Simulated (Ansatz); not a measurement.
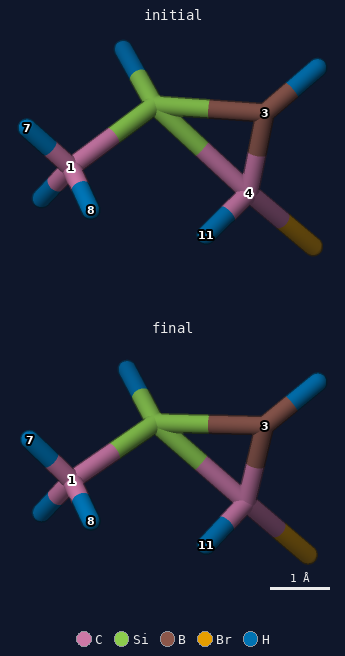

The structure of C2H6BBrSi before (top) and after (bottom) a relaxation, at one scale.

The picture is a stick view, seen at a tilt.

The start comes from PBE-D4/def2-SVP.

These are results of Ansatz 0.2.0, RKS PBE0-D4/def2-TZVP, not measurements.

Input file:
```yaml
crystal:
  periodic: [false, false, false]
  atoms:
    - {symbol: C, position_ang: [-1.446747, 0.293872, 0.984752]}
    - {symbol: Si, position_ang: [0.387560, 0.531816, 0.619877]}
    - {symbol: B, position_ang: [1.686291, -0.672002, -0.116260]}
    - {symbol: C, position_ang: [0.658922, -0.726777, -1.181789]}
    - {symbol: Br, position_ang: [1.039170, -0.669756, -3.073553]}
    - {symbol: H, position_ang: [-2.075826, 0.945194, 0.344342]}
    - {symbol: H, position_ang: [-1.634265, 0.585440, 2.039776]}
    - {symbol: H, position_ang: [-1.762362, -0.760136, 0.859056]}
    - {symbol: H, position_ang: [0.732709, 1.994022, 0.784202]}
    - {symbol: H, position_ang: [2.890810, -0.604554, -0.176444]}
    - {symbol: H, position_ang: [-0.410762, -0.974220, -1.063459]}
basis:
  gaussian: {orbitals: def2-TZVP}
hamiltonian: {xc: pbe0, dispersion: d4}
relax: {f_tol: 0.005, max_steps: 150}
```

Command:
```bash
ansatz run in.yaml --threads 4 --pin off --events-out ev --progress --plain --max-ram 10444MiB
```

**What changed between the two?**

The energy falls by 6.16 kJ/mol in 8 accepted moves (10 points after the start). The largest force component goes from 0.57 to 0.0028 eV/Å. The line search rejected the trial steps at points 6, 8 of the run. The largest move after the best rigid fit is that of H9, 0.16 Å. By element the largest moves are H 0.16 Å, Br 0.14 Å, Si 0.10 Å, C 0.08 Å, B 0.05 Å. Among the contacts that change: Si2–C4 2.214 → 2.073 Å, Si2–H9 1.511 → 1.489 Å, B3–H10 1.208 → 1.186 Å, C1–Si2 1.885 → 1.864 Å. Among the angles between lasting bonds that change: Si2–B3–C4 80.2° → 74.4°, Si2–C4–B3 58.6° → 62.4°, C1–Si2–C4 101.8° → 105.4°.
